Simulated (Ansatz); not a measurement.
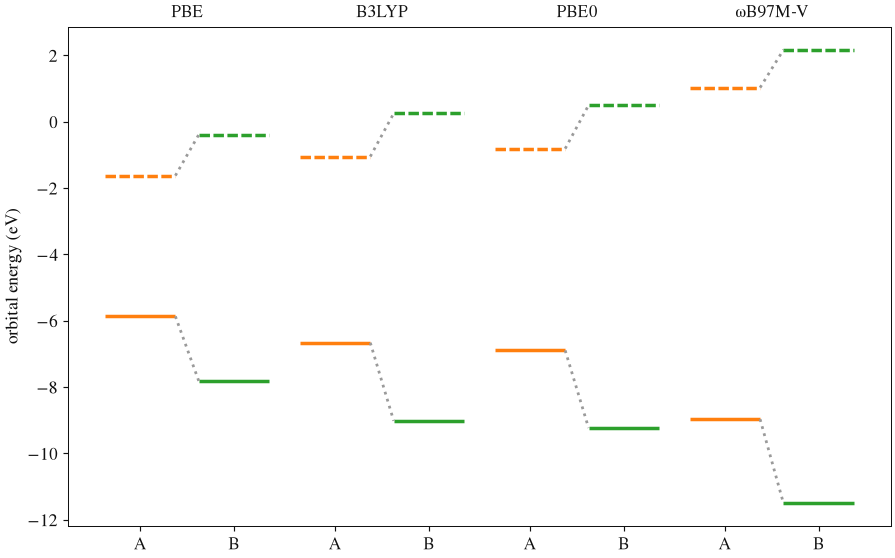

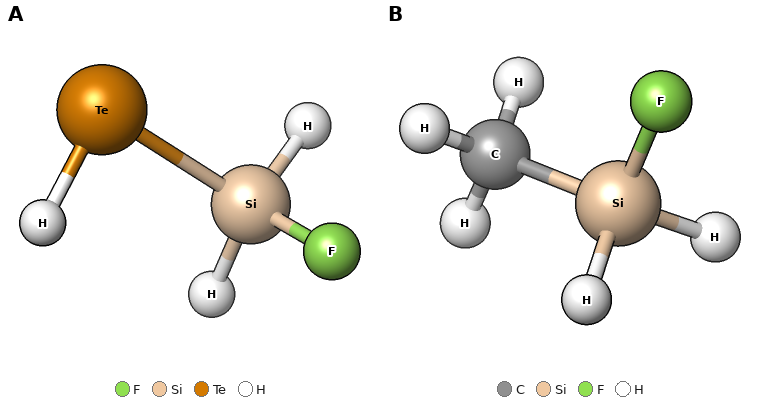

One change: A, SiH₃TeF (SMILES F[SiH2][TeH]), becomes B, CH₅FSi (SMILES C[SiH2]F). TeH on Si is replaced by CH₃. HOMO (solid) and LUMO (dashed) computed in def2-TZVPP at PBE0-D4/def2-TZVP geometries, both minima by their frequencies, gas phase, the Ansatz code 0.2.0. Empty levels above zero depend strongly on the basis.

> What does the change do to HOMO and LUMO?

PBE: the HOMO falls by 1.95 eV, the LUMO rises by 1.24 eV, and the separation goes from 4.24 to 7.43 eV. B3LYP: the HOMO falls by 2.35 eV, the LUMO rises by 1.30 eV, and the separation goes from 5.61 to 9.27 eV. PBE0: the HOMO falls by 2.34 eV, the LUMO rises by 1.31 eV, and the separation goes from 6.08 to 9.73 eV. ωB97M-V: the HOMO falls by 2.54 eV, the LUMO rises by 1.14 eV, and the separation goes from 10.00 to 13.68 eV.

> Do the functionals agree on the effect?

They agree on the direction for both levels; the HOMO shift lies between −2.54 and −1.95 eV and the LUMO shift between 1.14 and 1.31 eV, while the separations themselves differ by up to 6.2 eV between functionals.

Caveats: core potentials past krypton; spin-orbit coupling is left out, and with Te it can shift these values.
